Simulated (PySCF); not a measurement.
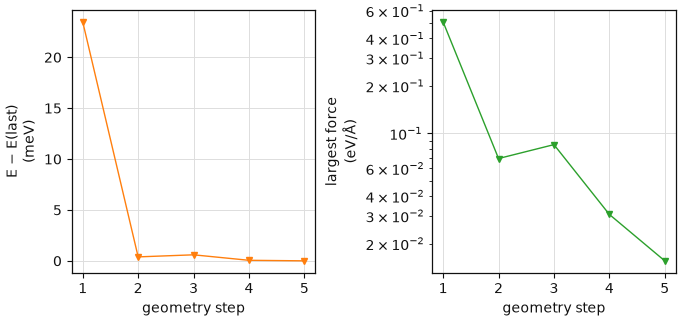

History of a geometry optimisation.

- system: 2-bromoacrolein (SMILES C=C(Br)C=O)
- method: PBE0-D3(BJ)/def2-SVP, geometry optimisation (PySCF)

**How did it end, and what did it gain?**

The optimisation met its thresholds at geometry 5, counting the start as the first. The energy fell by about 23 meV from the first step to the last, with a rise at step 3. The largest force goes from about 0.51 eV/Å at the start to 0.016 eV/Å at the end.
